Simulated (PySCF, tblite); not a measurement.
# C₄H₁₂B₂OS: geometry, infrared bands and NMR shifts

Wanted: the infrared bands and NMR shifts of C₄H₁₂B₂OS (`BOB(C)SC(C)C`), by calculation.

The runs use tblite 0.8.0 and PySCF 2.14.0, with density-fitted response routines of our own; the level of theory stands in each step. All values are computed, except where a source is named. Atoms count from 0, in the outputs and in this text.

## 1. The molecule as given

20 atoms, charge 0, multiplicity 1; geometry from: force field or distance geometry start.

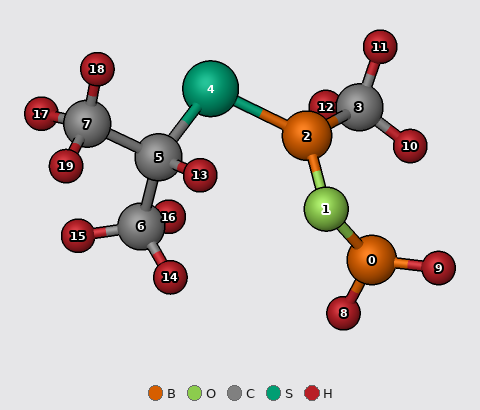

The starting geometry (boron orange, oxygen green, carbon grey, sulfur teal, hydrogen red), atoms numbered; sticks join atoms by distance.

## 2. Relaxing the molecule with GFN2-xTB

Job settings and geometry (Å):

```
{"job": {"kind": "relax", "xc": "GFN2-xTB", "basis": "xTB"}, "charge": 0, "multiplicity": 1}
B     -2.602500     0.836500     0.766900
O     -1.436400    -0.029700     0.824200
B     -1.216300    -0.759100    -0.426300
C     -2.451200    -0.956400    -1.426800
S      0.542400    -1.097900    -1.000500
C      1.606900    -0.229200     0.185300
C      1.370000     1.253600    -0.057700
C      3.055900    -0.619700     0.091700
H     -2.491500     1.996200     0.627000
H     -3.548200     0.481800     1.418900
H     -3.399400    -0.581300    -0.982100
H     -2.565600    -2.039700    -1.684100
H     -2.278400    -0.414900    -2.354100
H      1.212900    -0.493600     1.185600
H      0.977300     1.667800     0.902600
H      2.309200     1.752100    -0.352900
H      0.574600     1.368800    -0.828700
H      3.514100    -0.232400    -0.824300
H      3.234800    -1.705400     0.135200
H      3.586100    -0.187000     0.977500
```

Command:

```console
$ OMP_NUM_THREADS=1 python probes_run.py task.json out
```

One launch serves the whole session: the jobs run in the order shown.

The log of the run:

```text
step      E/eV     max force
  0    -667.13969    3.869
  1    -667.61836    2.601
  2    -667.92302    2.066
  3    -668.01503    1.131
  4    -668.10193    0.531
  5    -668.12508    0.452
  6    -668.17006    0.482
  7    -668.19131    0.547
  8    -668.22272    0.599
  9    -668.25733    0.581
 10    -668.30515    0.491
 11    -668.35237    0.517
 12    -668.39245    0.547
 13    -668.42330    0.508
 14    -668.45091    0.433
 15    -668.48429    0.425
 16    -668.51480    0.419
 17    -668.53272    0.325
 18    -668.54547    0.264
 19    -668.55794    0.271
 20    -668.57073    0.356
 21    -668.58353    0.396
 22    -668.59480    0.322
 23    -668.60365    0.201
 24    -668.61009    0.218
 25    -668.61992    0.220
 26    -668.62892    0.305
 27    -668.63533    0.204
 28    -668.64086    0.281
 29    -668.64457    0.160
 30    -668.64823    0.166
 31    -668.65221    0.221
 32    -668.65725    0.209
 33    -668.66188    0.194
 34    -668.66512    0.128
 35    -668.66749    0.205
 36    -668.67000    0.220
 37    -668.67268    0.154
 38    -668.67525    0.165
 39    -668.67776    0.204
 40    -668.68040    0.179
 41    -668.68312    0.151
 42    -668.68591    0.145
 43    -668.68869    0.168
 44    -668.69163    0.169
 45    -668.69496    0.147
 46    -668.69855    0.162
 47    -668.70199    0.136
 48    -668.70503    0.144
 49    -668.70782    0.162
 50    -668.71057    0.130
 51    -668.71302    0.100
 52    -668.71489    0.083
 53    -668.71640    0.084
 54    -668.71804    0.090
 55    -668.71998    0.135
 56    -668.72145    0.163
 57    -668.72317    0.095
 58    -668.72436    0.079
 59    -668.72578    0.069
 60    -668.72706    0.086
 61    -668.72883    0.081
 62    -668.73020    0.083
 63    -668.73126    0.083
 64    -668.73225    0.080
 65    -668.73343    0.085
 66    -668.73479    0.092
 67    -668.73650    0.101
 68    -668.73869    0.097
 69    -668.74115    0.148
 70    -668.74364    0.146
 71    -668.74581    0.095
 72    -668.74752    0.127
 73    -668.74901    0.092
 74    -668.75026    0.105
 75    -668.75138    0.095
 76    -668.75252    0.152
 77    -668.75395    0.135
 78    -668.75567    0.123
 79    -668.75741    0.103
 80    -668.75877    0.084
 81    -668.76002    0.125
 82    -668.76141    0.107
 83    -668.76350    0.114
 84    -668.76564    0.090
 85    -668.76793    0.109
 86    -668.77078    0.158
 87    -668.77519    0.219
 88    -668.78078    0.219
 89    -668.78076    0.489
 90    -668.79070    0.163
 91    -668.79479    0.144
 92    -668.80443    0.279
 93    -668.80982    0.208
 94    -668.81786    0.121
 95    -668.82462    0.242
 96    -668.82769    0.143
 97    -668.83019    0.103
 98    -668.83424    0.157
 99    -668.83614    0.102
100    -668.83816    0.088
101    -668.83952    0.090
102    -668.84131    0.099
103    -668.84395    0.132
104    -668.84699    0.130
105    -668.84915    0.095
106    -668.84966    0.091
107    -668.85046    0.051
108    -668.85075    0.051
109    -668.85113    0.042
110    -668.85155    0.037
111    -668.85174    0.041
112    -668.85215    0.046
113    -668.85263    0.047
114    -668.85322    0.051
115    -668.85374    0.041
116    -668.85416    0.036
117    -668.85448    0.031
118    -668.85474    0.036
119    -668.85497    0.037
120    -668.85516    0.035
121    -668.85530    0.029
122    -668.85542    0.020
123    -668.85550    0.016
124    -668.85556    0.021
125    -668.85563    0.026
126    -668.85572    0.029
127    -668.85584    0.028
128    -668.85599    0.026
129    -668.85612    0.027
130    -668.85624    0.021
131    -668.85633    0.022
132    -668.85641    0.022
133    -668.85646    0.016
134    -668.85649    0.010
135    -668.85651    0.010
```

It took 1.1 s on 1 thread of Arm Neoverse V1, shared host.

Step by step: (not every step is listed)

```csv
step,energy from step 0 (eV),largest force (eV/Å)
0,0.0000,3.8690
1,-0.4787,2.6011
2,-0.7833,2.0660
3,-0.8753,1.1309
4,-0.9622,0.5311
5,-0.9854,0.4519
6,-1.0304,0.4821
7,-1.0516,0.5470
8,-1.0830,0.5987
20,-1.4310,0.3561
32,-1.5176,0.2085
44,-1.5519,0.1692
56,-1.5818,0.1628
68,-1.5990,0.0968
80,-1.6191,0.0844
92,-1.6647,0.2791
104,-1.7073,0.1299
116,-1.7145,0.0359
128,-1.7163,0.0263
130,-1.7165,0.0215
131,-1.7166,0.0224
132,-1.7167,0.0225
133,-1.7168,0.0162
134,-1.7168,0.0099
135,-1.7168,0.0100
```

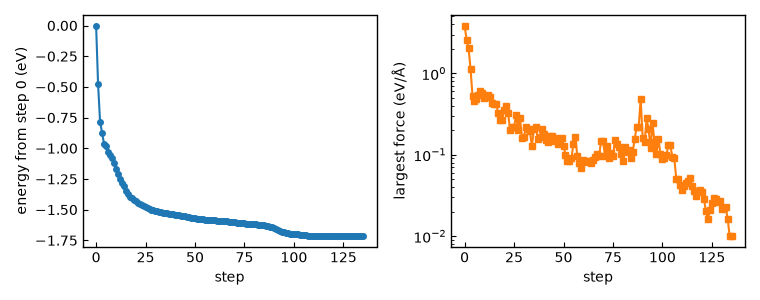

Energy and largest force along the relaxation.

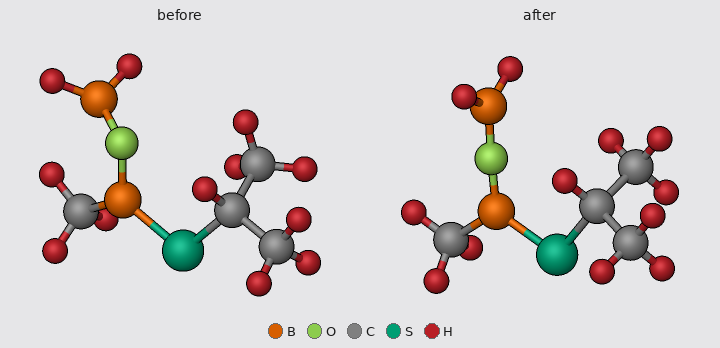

The geometry before (left) and after (right).

Close pairs (by a distance rule), those that changed most:

```
  bond  before (Å)  after (Å)  change (Å)
 O1–B2       1.464      1.307      -0.158
 B0–O1       1.454      1.301      -0.153
 B2–S4       1.881      1.826      -0.055
 S4–C5       1.815      1.852      +0.037
C3–H11       1.119      1.087      -0.032
C7–H19       1.119      1.088      -0.031
C6–H14       1.117      1.089      -0.028
C6–H16       1.114      1.088      -0.026
```

The final coordinates are the input of the step that follows.

## 3. Harmonic vibrations with GFN2-xTB

Job settings and geometry (Å):

```
{"job": {"kind": "ir", "xc": "GFN2-xTB", "basis": "xTB"}, "charge": 0, "multiplicity": 1}
B     -1.992978     0.801247     1.261457
O     -1.692269     0.089942     0.214438
B     -1.339934    -0.604345    -0.835040
C     -2.404585    -1.244651    -1.833674
S      0.430346    -0.870783    -1.192532
C      1.284909    -0.000795     0.201799
C      1.399725     1.483109    -0.106902
C      2.645611    -0.648566     0.400146
H     -2.120712     1.969967     1.148893
H     -2.134114     0.268774     2.305620
H     -3.420753    -1.145512    -1.459575
H     -2.205504    -2.300076    -2.003310
H     -2.359649    -0.762279    -2.808090
H      0.662752    -0.154643     1.087602
H      1.911539     1.993133     0.708270
H      1.966795     1.630637    -1.023666
H      0.415955     1.931188    -0.229860
H      3.256853    -0.511080    -0.488362
H      2.537327    -1.715256     0.578867
H      3.153539    -0.199332     1.251489
```

The log of the run:

```text
mode    cm-1     km/mol
  1     -12.6      1.10
  2      53.9      1.52
  3      56.8      0.62
  4      98.8      0.77
  5     133.8      0.65
  6     147.0      0.44
  7     197.4      0.01
  8     226.3      0.56
  9     234.2      0.15
 10     291.8      1.35
 11     324.2      0.16
 12     330.5      0.61
 13     376.4     11.61
 14     397.4      3.74
 15     436.3      2.14
 16     552.0     23.35
 17     649.8      2.71
 18     813.6     23.73
 19     869.3     64.13
 20     877.9    105.67
 21     931.7      0.58
 22     946.0      0.13
 23     951.7     49.25
 24     979.0      0.06
 25    1001.6    213.11
 26    1068.8      1.59
 27    1106.7     78.32
 28    1147.1      4.64
 29    1165.7     15.42
 30    1239.8     33.54
 31    1250.7      6.33
 32    1304.2      4.02
 33    1386.2     25.99
 34    1402.3     10.11
 35    1414.0      5.77
 36    1480.3      2.36
 37    1484.3      3.48
 38    1487.6      0.36
 39    1488.4     15.63
 40    1491.1      4.46
 41    1499.2      2.24
 42    1574.4    450.78
 43    2530.6    189.83
 44    2540.0    180.95
 45    2938.9     21.72
 46    3011.5     20.96
 47    3022.2     50.89
 48    3023.8     18.96
 49    3033.5     17.17
 50    3036.0     38.17
 51    3037.9      9.53
 52    3042.1      4.61
 53    3044.2     29.47
 54    3048.3     15.25
```

Run time: 0.79 s. Hardware: 1 thread of Arm Neoverse V1, shared host.

Which atoms move in the most intense modes:

```
cm⁻¹  km/mol                                 atoms
 869    64.1  H12 33 %, H11 28 %, C3 18 %, B2 15 %
 878   105.7             H8 37 %, H9 36 %, B0 26 %
1002   213.1            B2 51 %, H10 22 %, C3 18 %
1107    78.3             B2 39 %, H8 18 %, H9 17 %
1574   450.8             O1 56 %, B0 22 %, B2 20 %
2531   189.8                      H8 73 %, H9 23 %
2540   180.9             H9 69 %, H8 20 %, B0 11 %
3022    50.9                              H19 87 %
```

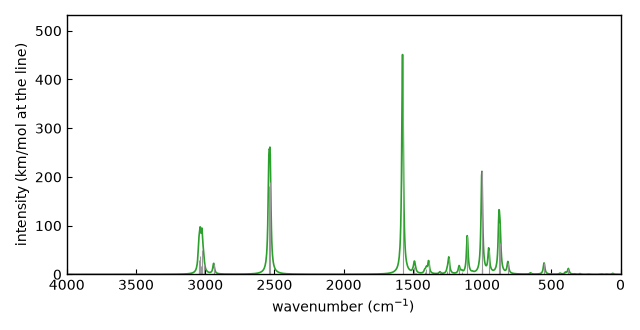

The infrared spectrum from these modes, unscaled. Lines are broadened to a width of 14 cm⁻¹ (Lorentzian).

## 4. Nuclear shieldings: PBE0/pcSseg-1

The job, as its differences from that of step 3:

```diff
@@ -1,2 +1,2 @@
-{"job": {"kind": "ir", "xc": "GFN2-xTB", "basis": "xTB"}, "charge": 0, "multiplicity": 1}
+{"job": {"kind": "nmr", "xc": "PBE0", "basis": "pcSseg-1"}, "charge": 0, "multiplicity": 1}
 B     -1.992978     0.801247     1.261457
```

With the program's defaults for keys left out, this is: GIAO PBE0/pcSseg-1 NMR shielding, non-relativistic, gas phase.

The log of the run:

```text
coarse grid: 16672 points
cycle   1  E = -682.1812043933  dE =  7.742e-01  |g| = 6.807e-01  |ddm| = 3.765e+00
cycle   2  E = -682.0915122146  dE =  8.969e-02  |g| = 9.841e-01  |ddm| = 1.085e+00
cycle   3  E = -682.2733656332  dE = -1.819e-01  |g| = 1.420e-01  |ddm| = 6.674e-01
cycle   4  E = -682.2775102134  dE = -4.145e-03  |g| = 3.076e-02  |ddm| = 1.268e-01
cycle   5  E = -682.2777266777  dE = -2.165e-04  |g| = 5.603e-03  |ddm| = 2.994e-02
cycle   6  E = -682.2777349430  dE = -8.265e-06  |g| = 1.993e-03  |ddm| = 9.277e-03
final grid: 154672 points
cycle   7  E = -682.3381171519  dE = -6.030e-05  |g| = 1.254e-02  |ddm| = 3.411e-02
cycle   8  E = -682.3380876267  dE =  2.953e-05  |g| = 1.748e-02  |ddm| = 2.121e-02
cycle   9  E = -682.3381520129  dE = -6.439e-05  |g| = 1.713e-03  |ddm| = 1.278e-02
cycle  10  E = -682.3381526537  dE = -6.408e-07  |g| = 3.341e-04  |ddm| = 1.565e-03
cycle  11  E = -682.3381526755  dE = -2.181e-08  |g| = 1.101e-04  |ddm| = 3.963e-04
cycle  12  E = -682.3381526784  dE = -2.828e-09  |g| = 4.419e-05  |ddm| = 1.432e-04
cycle  13  E = -682.3381526788  dE = -4.202e-10  |g| = 7.575e-06  |ddm| = 3.852e-05
converged SCF energy = -682.3381526788

GIAO shielding tensors (ppm)
atom      isotropic    diamagn.    paramagn.     s11        s22        s33       span
  0 B       59.608     197.733    -138.125     11.289     56.195    111.341    100.053
  1 O       32.424     391.820    -359.396   -117.811     48.921    166.161    283.972
  2 B       58.560     195.831    -137.271     12.149     64.587     98.943     86.794
  3 C      180.305     251.634     -71.330    168.936    173.568    198.410     29.474
  4 S      454.525    1061.871    -607.346    247.337    501.304    614.933    367.596
  5 C      145.627     251.719    -106.092    126.726    145.245    164.911     38.185
  6 C      156.968     250.083     -93.115    136.456    150.639    183.809     47.353
  7 C      161.402     246.979     -85.578    141.960    155.612    186.634     44.674
  8 H       26.230      31.307      -5.077     25.408     25.484     27.798      2.390
  9 H       26.221      31.278      -5.057     25.420     25.496     27.747      2.327
 10 H       31.318      28.500       2.817     26.921     28.954     38.078     11.157
 11 H       30.821      29.414       1.408     26.258     29.901     36.305     10.046
 12 H       30.843      29.204       1.639     26.526     29.342     36.660     10.135
 13 H       28.857      36.151      -7.294     24.785     29.012     32.774      7.989
 14 H       30.484      31.514      -1.030     26.102     27.259     38.092     11.990
 15 H       30.483      31.971      -1.488     27.359     28.560     35.531      8.172
 16 H       30.392      33.223      -2.831     25.479     30.304     35.392      9.913
 17 H       30.445      30.463      -0.018     26.802     28.691     35.842      9.041
 18 H       30.192      30.315      -0.123     25.265     28.474     36.837     11.573
 19 H       30.423      29.612       0.810     25.748     27.619     37.901     12.153
```

Wall time 51 s (1 thread of Arm Neoverse V1, shared host); peak memory 0.91 GiB.

Shifts follow as δ = σ(reference) − σ, with reference shieldings (ppm) from runs at the same level and on the same kind of geometry: 1H TMS 31.72, 13C TMS 186.9, 17O H2O 336.1, 11B BF3·OEt2 100.1, 33S CS2 504. The references are single molecules in the gas phase, so shifts against H2O, NH3, PH3, H3PO4 or CFCl3 are not on the usual liquid scales and can be off by tens of ppm. Atoms listed in one row are averaged.

```
                       atoms                              environment  σ (ppm)  δ (ppm)  δ scaled to CDCl3
                          C5                       sp3 CH bonded to S    145.6     41.3               34.0
                      C6, C7                            methyl carbon    159.2     27.7               25.2
                          C3                methyl carbon bonded to B    180.3      6.6                4.5
                      H8, H9          hydrogen on a boron bonded to O    26.23     5.49                  –
                         H13        hydrogen on an sp3 CH bonded to S    28.86     2.86               2.80
H14, H15, H16, H17, H18, H19              hydrogen on a methyl carbon    30.40     1.31               1.34
               H10, H11, H12  hydrogen on a methyl carbon bonded to B    30.99     0.72               0.79
                          B2                  boron bonded to C, O, S     58.6     41.5                  –
                          B0                   boron bonded to O, 2 H     59.6     40.5                  –
                          O1                     oxygen bonded to 2 B     32.4    303.7                  –
                          S4                    sulfur bonded to C, B      455       49                  –
```

The scaled column applies a straight-line fit of computed shieldings to shifts measured in CDCl3, with any fitted terms for Cl, Br or S neighbours (root-mean-square error 0.16 ppm for H, 1.9 ppm for C).

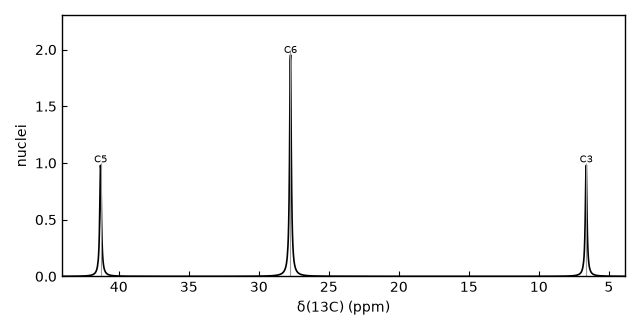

13C lines at the computed shifts, without couplings. Lines are broadened to a width of 0.14 ppm (Lorentzian).

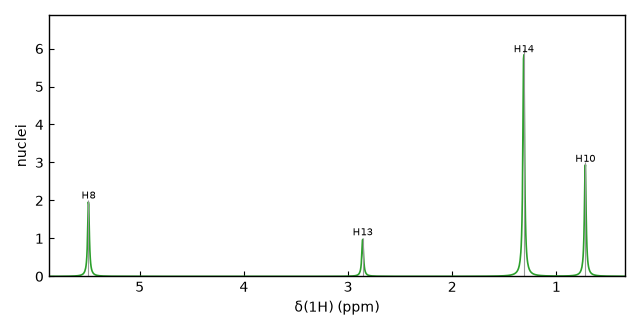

1H lines at the computed shifts, without couplings. Lines are broadened to a width of 0.02 ppm (Lorentzian).

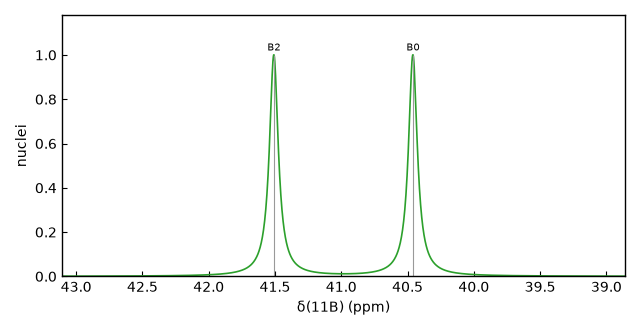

11B lines at the computed shifts, without couplings. Lines are broadened to a width of 0.08 ppm (Lorentzian).

Charges from the same density, by scheme (e):

```csv
atoms,Mulliken,IAO,Hirshfeld,ESP fit
B0,0.23,0.15,0.18,0.37
O1,-0.35,-0.32,-0.15,-0.15
B2,0.47,0.25,0.20,0.33
C3,-0.52,-0.59,-0.20,-0.58
S4,-0.15,0.01,-0.05,-0.34
C5,-0.50,-0.15,-0.01,0.38
"C6, C7",-0.20,-0.42,-0.12,-0.55
```

ESP fit charges:

B0 0.37; O1 -0.15; B2 0.33; C3 -0.58; S4 -0.34; C5 0.38; C6 -0.54; C7 -0.56; H8 -0.14; H9 -0.14; H10 0.13; H11 0.17; H12 0.17; H13 0.02; H14 0.14; H15 0.15; H16 0.13; H17 0.18; H18 0.13; H19 0.15

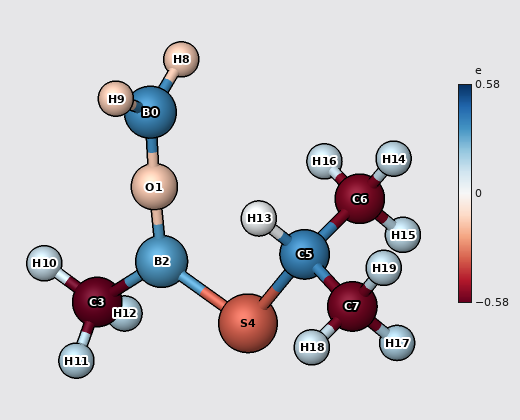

ESP fit charges, as colours on the atoms.

Mayer bond orders: B0–O1 1.20, O1–B2 1.11, B2–C3 1.03, B2–S4 1.12, S4–C5 0.99, C5–C6 1.00, C5–C7 1.02.

Orbitals, density, ELF and potential are computed afterwards from the orbital file.

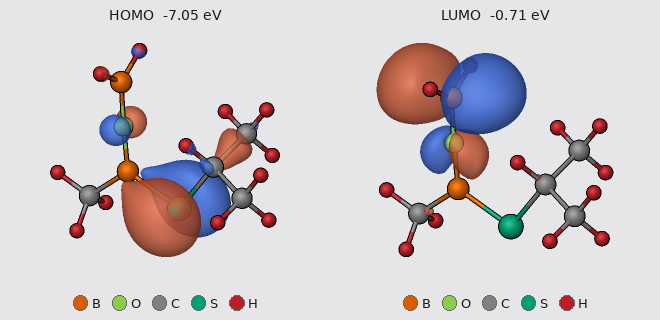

PBE0/pcSseg-1 orbitals near the gap, drawn at the value that encloses 70 % of each; the two colours are the two signs.

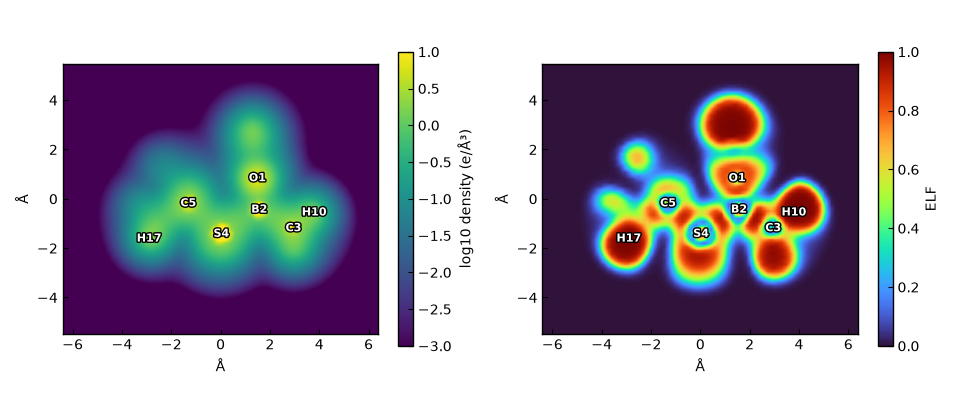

Density (left) and ELF (right) in a plane through or near 7 of the atoms.

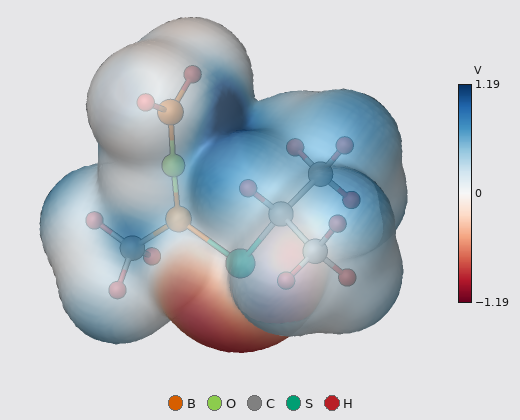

The potential that a unit positive charge feels on the 0.002 e/bohr³ surface, from -0.89 V near S4 to 1.19 V near B0.

## 5. Results

| quantity | value |
| --- | --- |
| strongest single infrared mode (GFN2-xTB) | 1574 cm⁻¹, 451 km/mol |
| zero-point energy (GFN2-xTB) | 100.3 kcal/mol |
| 13C shifts against TMS (PBE0/pcSseg-1, means over atoms taken as alike) | 41.3, 27.7, 6.6 ppm |
| 1H shifts against TMS (PBE0/pcSseg-1, means over atoms taken as alike) | 5.49, 2.86, 1.31, 0.72 ppm |
| 11B shifts against BF3·OEt2 (PBE0/pcSseg-1) | 41.5, 40.5 ppm |
| 17O shifts against H2O (PBE0/pcSseg-1) | 303.7 ppm |
| 33S shifts against CS2 (PBE0/pcSseg-1) | 49 ppm |
| surface potential, least and greatest | -0.89 V and 1.19 V |

**Reading.** Over 135 steps the energy fell by 1.717 eV; of the close pairs, O1–B2 changed most, 1.464 to 1.307 Å. The lowest mode is slightly imaginary (13i cm⁻¹), a soft motion within the noise of the Hessian, so the minimum is not strictly shown. The strongest single mode, at 1574 cm⁻¹, moves mainly O1. Unscaled tight-binding wavenumbers are off by several per cent, some by more. Its intensities can rank the bands wrongly. At PBE0/pcSseg-1: The largest span, 368 ppm, is at S4, where the paramagnetic term is -607 ppm. At PBE0/pcSseg-1, counted by nearest atom on the grid, the HOMO lies on S4 71 %; B2 6 %, the LUMO on B0 43 %; H8, H9 about 16 % each.
